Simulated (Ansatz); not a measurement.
C2H7FSi2 (SMILES F[SiH2]C=C[SiH3])

Input

```
crystal:
  periodic: [false, false, false]
  atoms:
    - {symbol: F, position_ang: [-1.632329, 2.349084, 0.082421]}
    - {symbol: Si, position_ang: [-0.998433, 1.568724, 1.329248]}
    - {symbol: C, position_ang: [-0.037429, 0.125654, 0.677488]}
    - {symbol: C, position_ang: [0.064944, -0.151710, -0.626974]}
    - {symbol: Si, position_ang: [1.027337, -1.598784, -1.303422]}
    - {symbol: H, position_ang: [-0.125619, 2.515963, 2.067038]}
    - {symbol: H, position_ang: [-2.110625, 1.129895, 2.208938]}
    - {symbol: H, position_ang: [0.466522, -0.524987, 1.394710]}
    - {symbol: H, position_ang: [-0.443173, 0.505916, -1.333336]}
    - {symbol: H, position_ang: [0.134529, -2.500887, -2.079590]}
    - {symbol: H, position_ang: [1.626881, -2.346533, -0.167187]}
    - {symbol: H, position_ang: [2.104395, -1.127533, -2.215133]}
basis:
  gaussian: {orbitals: def2-TZVPP}
hamiltonian: {xc: pbe0, dispersion: d4}
output: {orbitals: {seedname: orbitals}}
```

Command:

```sh
ansatz run in.yaml --threads 4 --pin off --events-out ev --progress --plain --max-ram 10444MiB
```

Geometry: PBE0-D4/def2-TZVP.

Computed with RKS PBE0-D4/def2-TZVPP in Ansatz 0.2.0.

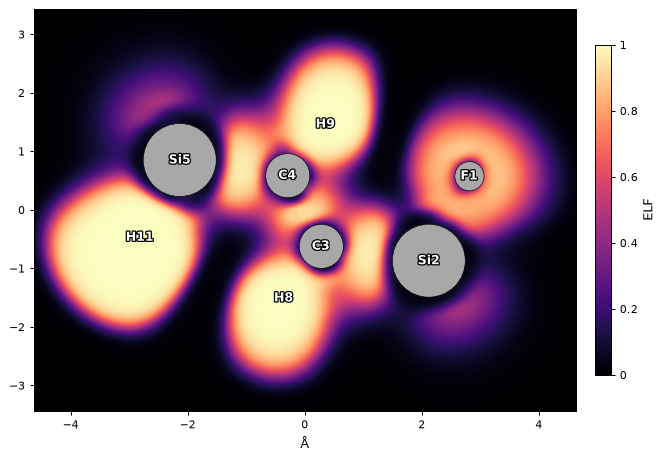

Figure 1. Electron localisation function on the plane of atoms Si2, C3 and C4. Grey discs cover the atomic cores.

### Interpret the plot.

The plane passes through F, Si, C and H nuclei.
C–C (1.34 Å): the ELF peaks at about 0.90 between the atoms (a multiple bond).
Si–F (1.60 Å): the ELF peaks at about 0.85 in the valence shell of F, 0.6 Å from its nucleus, and is about 0.55 at the midpoint.
C–Si (1.85 Å): the ELF peaks at about 0.95 between the atoms (localised, covalent bonding).
C–H (1.09 Å): the ELF climbs to about 1 towards the hydrogen, as it does in any bond to H (a covalent bond by its length).
Si–H (1.49 Å): the ELF climbs to about 1 towards the hydrogen.
The ELF also peaks beside F1, away from the bonds: lone-pair regions.

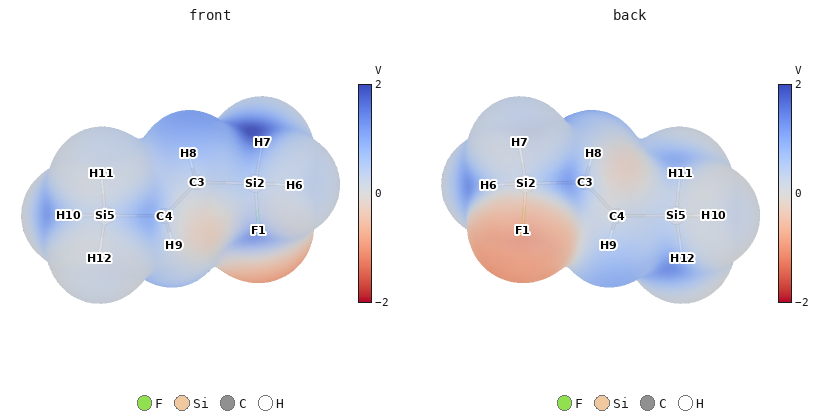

Figure 2. The electrostatic potential painted on the density surface at 0.002 e/bohr³, seen from the front and from behind; the colour scale runs from red (negative) to blue (positive).

### Describe the electrostatic potential map.

The most negative region (about −0.9 V, or −21 kcal/mol for a unit charge) lies over F1, the most positive (about +1.7 V, or +39 kcal/mol for a unit charge) over Si2.

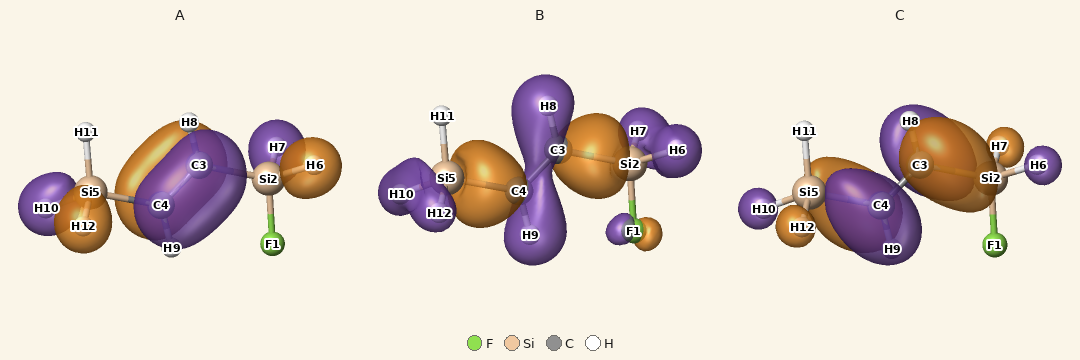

Figure 3. Three frontier orbitals at ±0.1 Å⁻³ᐟ² (orange and purple are the two phases), in no order.

### Order the three orbitals by energy and name them.

B is the HOMO−1 (−8.55 eV). By Hirshfeld shares it lies mainly on C3 (about 20 %), C4 (about 20 %), Si5 (about 15 %), Si2 (about 15 %) and H8 (about 5 %). A is the HOMO (−8.21 eV). By Hirshfeld shares it lies mainly on C3 (about 30 %), C4 (about 30 %), Si5 (about 10 %) and Si2 (about 10 %); π-bonding across C3–C4. C is the LUMO (−1.15 eV). By Hirshfeld shares it lies mainly on C4 (about 30 %), C3 (about 30 %), Si2 (about 10 %) and Si5 (about 10 %); π-antibonding (π*) across C4–C3.

### What is the HOMO–LUMO gap?

7.06 eV between the orbital energies.

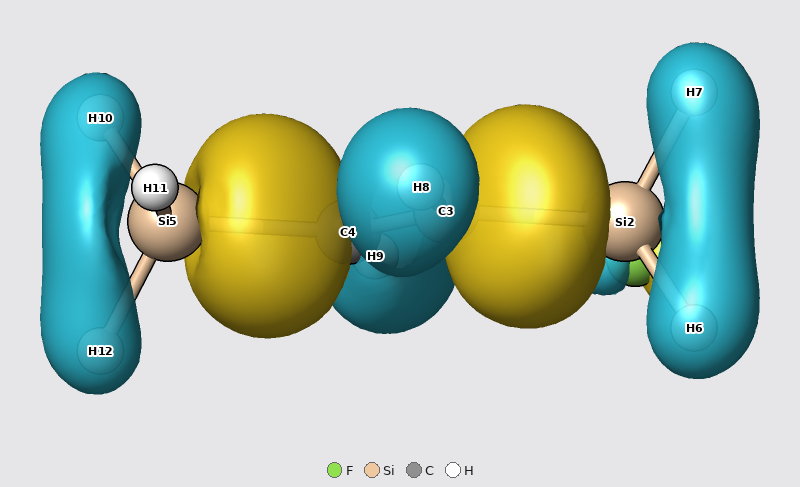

Figure 4. The HOMO−1 at ±0.1 Å⁻³ᐟ² (yellow and cyan are the two phases), seen from one side.

### What is the character of this orbital?

Its weight (Hirshfeld) is mainly on C3 (about 20 %), C4 (about 20 %), Si5 (about 15 %), Si2 (about 15 %) and H8 (about 5 %). Its energy is −8.55 eV.
